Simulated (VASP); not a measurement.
# PbO (Litharge): structure and properties in VASP

Aim: relax PbO (Litharge), then compute properties on the relaxed cell. The steps: full relaxation (PBEsol), single point with fields (PBEsol), bands along the symmetry lines (PBEsol), density of states (PBEsol), optical spectrum (PBEsol), band structure (PBEsol + SOC), bands along the symmetry lines (HSE06) and band structure (TB-mBJ). The start is a cell from a database of measured crystal structures.

Program: VASP 6.6.1. Level of theory: PBEsol; plane waves and PAW (Pb_d, O), in the first sound run; inputs show where later runs differ. Results are calculated unless marked as measured.

The database entry behind the starting cell differs from later determinations by our own check (an axis about 0.4 % long against later determinations), so it need not match the best structure at ambient conditions.

### 1. Set-up

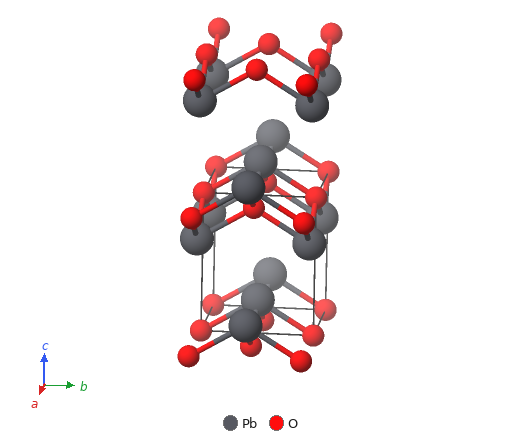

Start, viewed slightly off an axis; lead dark grey, oxygen red. 2×1×2 cells are drawn. Some periodic images of atoms are drawn too.

### 2. Full relaxation (PBEsol)

The start need not lie at this functional's minimum. ISIF = 3 frees volume, shape and positions, and EDIFFG sets the threshold on forces and stress at which the search stops. PBEsol restores the gradient expansion of exchange and is tuned for the cells of solids.

Contents of INCAR:

```
SYSTEM = PbO
PREC = Accurate
ENCUT = 520
EDIFF = 1E-06
NELM = 100
ISMEAR = 0
SIGMA = 0.05
LREAL = .FALSE.
ALGO = Normal
GGA = PS
NBANDS = 26
LORBIT = 11
LWAVE = .FALSE.
LCHARG = .FALSE.
KPAR = 4
IBRION = 2
NSW = 60
ISIF = 3
EDIFFG = -0.01
```

Contents of POSCAR:

```
PbO
1.0
    3.9900000000      0.0000000000      0.0000000000
    0.0000000000      3.9900000000      0.0000000000
    0.0000000000      0.0000000000      5.0100000000
Pb O
2 2
Direct
    0.0000000000      0.5000000000      0.2400000000
    0.5000000000      0.0000000000      0.7600000000
    0.0000000000      0.0000000000      0.0000000000
    0.5000000000      0.5000000000      0.0000000000
```

Contents of KPOINTS:

```
Automatic mesh
0
Gamma
6 6 5
0 0 0
```

The projector-augmented-wave data sets are Pb_d and O (PBE family, release 64).

Launch:

```sh
$ mpirun -np 4 vasp_std
```

What it wrote:

```text
[banner, memory and clock lines left out]
running    4 mpi-ranks, on    1 nodes
 distrk:  each k-point on    1 cores,    4 groups
 distr:  one band on    1 cores,    1 groups

 POSCAR found type information on POSCAR PbO
 POSCAR found :  2 types and       4 ions
|                                                                             |
|               ----> ADVICE to this user running VASP <----                  |
|                                                                             |
|     You enforced a specific xc type in the INCAR file but a different       |
|     [... a line on the potential file left out ...]
|     I HOPE YOU KNOW WHAT YOU ARE DOING!                                     |
|                                                                             |

 LDA part: xc-table for (Slater+PW92), standard interpolation
 POSCAR, INCAR and KPOINTS ok, starting setup
 FFT: planning ... GRIDC
 FFT: planning ... GRID_SOFT
 FFT: planning ... GRID
 WAVECAR not read
 entering main loop
       N       E                     dE             d eps       ncg     rms          rms(c)
DAV:   1     0.455361406619E+03    0.45536E+03   -0.20067E+04  1560   0.184E+03
DAV:   2     0.338864290304E+02   -0.42147E+03   -0.40926E+03  1630   0.465E+02
DAV:   3    -0.243720966572E+02   -0.58259E+02   -0.56780E+02  2062   0.187E+02
DAV:   4    -0.269130181211E+02   -0.25409E+01   -0.25307E+01  1868   0.409E+01
DAV:   5    -0.269835811781E+02   -0.70563E-01   -0.70495E-01  1844   0.712E+00    0.114E+01
DAV:   6    -0.231013915735E+02    0.38822E+01   -0.23536E+01  2340   0.403E+01    0.533E+00
DAV:   7    -0.229133779678E+02    0.18801E+00   -0.27609E+00  1974   0.124E+01    0.246E+00
DAV:   8    -0.228856190900E+02    0.27759E-01   -0.64394E-01  1758   0.536E+00    0.106E+00
DAV:   9    -0.228660790611E+02    0.19540E-01   -0.89539E-02  2510   0.251E+00    0.266E-01
DAV:  10    -0.228672290193E+02   -0.11500E-02   -0.13596E-02  1880   0.810E-01    0.739E-02
DAV:  11    -0.228671418159E+02    0.87203E-04   -0.17965E-03  2632   0.358E-01    0.646E-02
DAV:  12    -0.228670904912E+02    0.51325E-04   -0.27443E-04  2366   0.174E-01    0.204E-02
DAV:  13    -0.228670877203E+02    0.27710E-05   -0.59861E-05  1772   0.506E-02    0.100E-02
DAV:  14    -0.228670861233E+02    0.15969E-05   -0.79605E-06  1768   0.299E-02    0.153E-03
DAV:  15    -0.228670859294E+02    0.19392E-06   -0.12281E-06  1092   0.742E-03
   1 F= -.22867086E+02 E0= -.22867086E+02  d E =-.228671E+02
 curvature:   0.00 expect dE= 0.000E+00 dE for cont linesearch  0.000E+00
 trial: gam= 0.00000 g(F)=  0.803E-02 g(S)=  0.654E-02 ort = 0.000E+00 (trialstep = 0.100E+01)
 search vector abs. value=  0.146E-01
 bond charge predicted
       N       E                     dE             d eps       ncg     rms          rms(c)
DAV:   1    -0.229606182118E+02   -0.93532E-01   -0.54001E+00  2424   0.269E+01    0.196E+00
DAV:   2    -0.228809169089E+02    0.79701E-01   -0.42049E-01  2356   0.614E+00    0.608E-01
DAV:   3    -0.228694630356E+02    0.11454E-01   -0.39813E-02  2200   0.338E+00    0.252E-01
DAV:   4    -0.228680218942E+02    0.14411E-02   -0.11734E-02  2152   0.150E+00    0.724E-02
DAV:   5    -0.228680568854E+02   -0.34991E-04   -0.10115E-03  2354   0.323E-01    0.321E-02
DAV:   6    -0.228680824037E+02   -0.25518E-04   -0.13247E-04  2282   0.141E-01    0.997E-03
DAV:   7    -0.228680883994E+02   -0.59957E-05   -0.16223E-05  1826   0.321E-02    0.452E-03
DAV:   8    -0.228680884037E+02   -0.43347E-08   -0.16835E-06  1174   0.215E-02
   2 F= -.22868088E+02 E0= -.22868088E+02  d E =-.100247E-02
[... from here on, the cycles between the ionic steps are left out ...]
   3 F= -.22871031E+02 E0= -.22871031E+02  d E =-.394510E-02
   4 F= -.22871647E+02 E0= -.22871647E+02  d E =-.616283E-03
   5 F= -.22871936E+02 E0= -.22871936E+02  d E =-.904904E-03
   6 F= -.22871941E+02 E0= -.22871941E+02  d E =-.910271E-03
   7 F= -.22871927E+02 E0= -.22871927E+02  d E =-.896096E-03
   8 F= -.22871941E+02 E0= -.22871941E+02  d E =-.909539E-03
   9 F= -.22872038E+02 E0= -.22872038E+02  d E =-.970962E-04
  10 F= -.22872230E+02 E0= -.22872230E+02  d E =-.289144E-03
  11 F= -.22872160E+02 E0= -.22872160E+02  d E =-.219545E-03
  12 F= -.22872273E+02 E0= -.22872273E+02  d E =-.332228E-03
  13 F= -.22872309E+02 E0= -.22872309E+02  d E =-.363673E-04
  14 F= -.22872397E+02 E0= -.22872397E+02  d E =-.124370E-03
 curvature:  -1.46 expect dE=-0.367E-03 dE for cont linesearch -0.508E-04
 ZBRENT: increasing intervall
 opt :   0.6880  next Energy=   -22.872473 (dE=-0.200E-03)
 bond charge predicted
       N       E                     dE             d eps       ncg     rms          rms(c)
DAV:   1    -0.228767408798E+02   -0.43429E-02   -0.19122E-01  1940   0.508E+00    0.400E-01
DAV:   2    -0.228731551858E+02    0.35857E-02   -0.18259E-02  2022   0.123E+00    0.143E-01
DAV:   3    -0.228726099300E+02    0.54526E-03   -0.18722E-03  2174   0.733E-01    0.683E-02
DAV:   4    -0.228724905577E+02    0.11937E-03   -0.55157E-04  2324   0.317E-01    0.220E-02
DAV:   5    -0.228724839994E+02    0.65583E-05   -0.89008E-05  2278   0.115E-01    0.101E-02
DAV:   6    -0.228724815252E+02    0.24742E-05   -0.13167E-05  2182   0.452E-02    0.209E-03
DAV:   7    -0.228724815535E+02   -0.28356E-07   -0.12763E-06   832   0.111E-02
  15 F= -.22872482E+02 E0= -.22872482E+02  d E =-.208758E-03
 curvature:  -2.18 expect dE=-0.265E-04 dE for cont linesearch -0.578E-06
 trial: gam=-0.07837 g(F)=  0.837E-05 g(S)=  0.380E-05 ort = 0.324E-04 (trialstep = 0.193E+00)
 search vector abs. value=  0.314E-04
 reached required accuracy - stopping structural energy minimisation
```

Elapsed: 85 s, on 4 MPI ranks of Intel Xeon 6975P-C (Granite Rapids), shared host; peak memory 0.89 GiB.

Lines that name or quote the potential files are left out of all logs, and their timing lines are given in words.

Parts of OUTCAR (step 2):

```text
ion  position               nearest neighbor table
   1  0.000  0.500  0.240-   3 2.33   4 2.33   3 2.33   4 2.33   2 3.71   2 3.71   2 3.71   2 3.71
                             2 3.84   2 3.84   2 3.84   2 3.84
   2  0.500  0.000  0.760-   3 2.33   4 2.33   4 2.33   3 2.33   1 3.71   1 3.71   1 3.71   1 3.71
                             1 3.84   1 3.84   1 3.84   1 3.84
   3  0.000  0.000  0.000-   1 2.33   2 2.33   1 2.33   2 2.33
   4  0.500  0.500  0.000-   1 2.33   2 2.33   2 2.33   1 2.33

  LATTYP: Found a simple tetragonal cell.
 ALAT       =     3.9900000000
 C/A-ratio  =     1.2556390977

 Subroutine GETGRP returns: Found 16 space group operations
 (whereof  8 operations were pure point group operations)

The static configuration has the point symmetry D_2d.
 The point group associated with its full space group is D_4h.

 Found     30 irreducible k-points:

   k-points           NKPTS =     30   k-points in BZ     NKDIM =     30   number of bands    NBANDS=     26

   dimension x,y,z NGX =    30 NGY =   30 NGZ =   40
   dimension x,y,z NGXF=    60 NGYF=   60 NGZF=   80

   ENCUT  =  520.0 eV  38.22 Ry    6.18 a.u.   7.42  7.42  9.32*2*pi/ulx,y,z

   NELECT =      40.0000    total number of electrons

 k-points in reciprocal lattice and weights: Automatic mesh
   0.00000000  0.00000000  0.00000000       0.006
   0.16666667  0.00000000  0.00000000       0.022
   0.33333333  0.00000000  0.00000000       0.022
   0.50000000  0.00000000  0.00000000       0.011
   0.16666667  0.16666667  0.00000000       0.022
   0.33333333  0.16666667  0.00000000       0.044
   0.50000000  0.16666667  0.00000000       0.022
   0.33333333  0.33333333  0.00000000       0.022
   0.50000000  0.33333333  0.00000000       0.022
[...]
0.50000000  0.33333333  0.40000000       0.044
   0.50000000  0.50000000  0.40000000       0.011

 average (electrostatic) potential at core
       1 -91.1726       2 -91.1726       3 -69.4921       4 -69.4921

 E-fermi :   5.0591

 k-point     1 :       0.0000    0.0000    0.0000
  band No.  band energies     occupation
    ...
     16       0.5713      2.00000
     17       3.1683      2.00000
     18       3.1937      2.00000
     19       3.1937      2.00000
     20       4.8346      2.00000
     21       7.1148      0.00000
     22      10.1726      0.00000
     23      10.4947      0.00000
     24      10.4947      0.00000
     25      11.3690      0.00000
    ...

 k-point     2 :       0.1667    0.0000    0.0000
  band No.  band energies     occupation
    ...
     16       0.7379      2.00000
     17       2.6380      2.00000
     18       3.0059      2.00000
     19       3.1150      2.00000
     20       4.8298      2.00000
     21       7.8193      0.00000
     22       8.9899      0.00000
     23      10.5611      0.00000
     24      10.6378      0.00000
     25      10.7323      0.00000
    ...

 k-point     3 :       0.3333    0.0000    0.0000
  band No.  band energies     occupation
    ...
     16       1.1978      2.00000
     17       2.2100      2.00000
     18       2.5034      2.00000
     19       2.7547      2.00000
     20       4.2722      2.00000
     21       8.1100      0.00000
     22       8.4690      0.00000
     23      10.3728      0.00000
     24      11.0334      0.00000
     25      11.3661      0.00000
    ...

  Total       -0.0044657     -0.0044657      0.0165799      0.0000000      0.0000000      0.0000000
  in kB       -0.0890471     -0.0890471      0.3306094      0.0000000      0.0000000      0.0000000
  external PRESSURE =       0.0508384 kB  Pullay stress =       0.0000000 kB

  energy-cutoff  :      520.00
  volume of cell :       80.35
      direct lattice vectors                 reciprocal lattice vectors
     3.990321913  0.000000000  0.000000000     0.250606348  0.000000000  0.000000000
     0.000000000  3.990321913  0.000000000     0.000000000  0.250606348  0.000000000
     0.000000000 -0.000000000  5.046155100     0.000000000 -0.000000000  0.198170682

 POSITION                                       TOTAL-FORCE (eV/Angst)
 -----------------------------------------------------------------------------------
      0.00000      1.99516      1.18483        -0.000000     -0.000000      0.009312
      1.99516     -0.00000      3.86132        -0.000000      0.000000     -0.009312
      0.00000      3.99032      0.00000         0.000000     -0.000000      0.000000
      1.99516      1.99516      0.00000        -0.000000      0.000000      0.000000
 -----------------------------------------------------------------------------------
    total drift:                                0.000000      0.000000     -0.000000

  FREE ENERGIE OF THE ION-ELECTRON SYSTEM (eV)
  ---------------------------------------------------
  free  energy   TOTEN  =       -22.8724815535 eV

  energy  without entropy=      -22.8724815535  energy(sigma->0) =      -22.87248155

 reached required accuracy - stopping structural energy minimisation

 total charge
# of ion       s       p       d       tot
------------------------------------------
    1        1.366   0.628   9.877  11.872
    2        1.366   0.628   9.877  11.872
    3        1.574   3.371   0.000   4.946
    4        1.574   3.371   0.000   4.946
--------------------------------------------------
tot          5.882   7.999  19.755  33.635

[... 3 further parts left out ...]
```

CONTCAR:

```
PbO
   1.00000000000000
     3.9903219129655723    0.0000000000000000    0.0000000000000000
     0.0000000000000000    3.9903219129655723    0.0000000000000000
     0.0000000000000000   -0.0000000000000000    5.0461551002094769
  Pb              O
     2     2
Direct
     0.0000000000000000    0.5000000000000000    0.2347986345488485
     0.5000000000000000    0.0000000000000000    0.7652013654511516
     0.0000000000000000    1.0000000000000000    0.0000000000000000
     0.5000000000000000    0.5000000000000000    0.0000000000000000
```

The gap is read on the k-mesh alone, so it is an upper bound where the band edges lie off the mesh. The bonds form layers, held to each other by dispersion, which PBEsol lacks, so the spacing between them is unreliable. The PAW data sets were made with PBE, which is usual practice but a small mismatch for other functionals. The run keeps the 16 symmetry operations of its start, so it cannot find a distortion of lower symmetry.

The steps of the relaxation:

```tsv
step	energy less that of the first step (eV)	largest force (eV/Å)	pressure (GPa)	volume (Å³)
1	0.0000	0.2885	-0.83	79.76
2	-0.0010	0.1515	1.18	78.57
3	-0.0039	0.0562	0.25	79.12
4	-0.0046	0.0348	0.13	79.36
5	-0.0049	0.0123	0.03	79.62
6	-0.0049	0.0091	0.04	79.66
7	-0.0048	0.0027	0.00	79.73
8	-0.0049	0.0086	0.00	79.68
9	-0.0050	0.0002	0.04	79.72
10	-0.0051	0.0232	0.15	79.87
11	-0.0051	0.0699	0.30	80.15
12	-0.0052	0.0425	0.20	79.99
13	-0.0052	0.0401	0.20	80.02
14	-0.0053	0.0301	0.13	80.13
15	-0.0054	0.0093	0.01	80.35
```

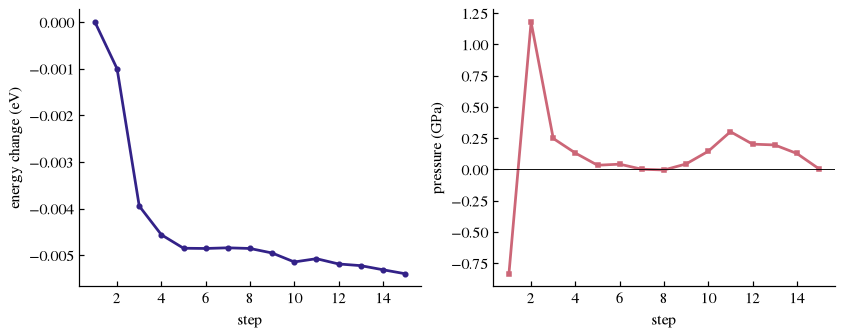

Energy and pressure along the relaxation.

```tsv
conventional cell, symmetrised	before	after	change
a (Å)	3.990	3.990	+0.0 %
b (Å)	3.990	3.990	+0.0 %
c (Å)	5.010	5.046	+0.7 %
volume (Å³/atom)	19.94	20.09	+0.7 %
```

The atoms that moved most (Å, as changes of fractional coordinates times the final cell):

```tsv
atom	dx	dy	dz	length
Pb1	0.000	0.000	-0.026	0.026
Pb2	0.000	0.000	0.026	0.026
```

The relaxed structure:

```xyz
4
Lattice="3.9903 0.0000 0.0000 0.0000 3.9903 0.0000 0.0000 0.0000 5.0462" Properties=species:S:1:pos:R:3 pbc="T T T"
Pb    0.0000    1.9952    1.1848
Pb    1.9952    0.0000    3.8613
O     0.0000    0.0000    0.0000
O     1.9952    1.9952    0.0000
```

This step gave:

```
electrons                       : 40
bands                           : 26
irreducible k-points            : 30
symmetry operations             : 16
free energy (TOTEN)             : -22.87 eV
Fermi energy                    : 5.059 eV
pressure                        : 0.005084 GPa
metallic                        : no
valence top at k                : 0, 0, 0
conduction bottom at k          : 0.5, 0.5, 0
least direct gap at k           : 0, 0, 0.2
SCF cycles over all ionic steps : 104
gap on the k-mesh               : 1.223 eV
least direct gap on the k-mesh  : 2.219 eV
```

It ends with a largest force of 0.009 eV/Å and a pressure of 0.01 GPa. The volume lies +0.7 % from that of the database's start.

(Part 1 of 5 ends here.)

[Lines on the potential files, build, host, timing and source positions are cut from VASP's logs without a mark.]

[Logs are printed without paths, hosts, clocks, repeated set-up lines and the standing remarks that a program may print on its own settings, such as how far it seeks lower states.]

[Hosts, paths, dates, database ids (printed as entryN), source tags and the programs' standing remarks are cut or masked in the printed files.]

[A measured line is paired with the nearest computed mode of its activity, which favours agreement.]
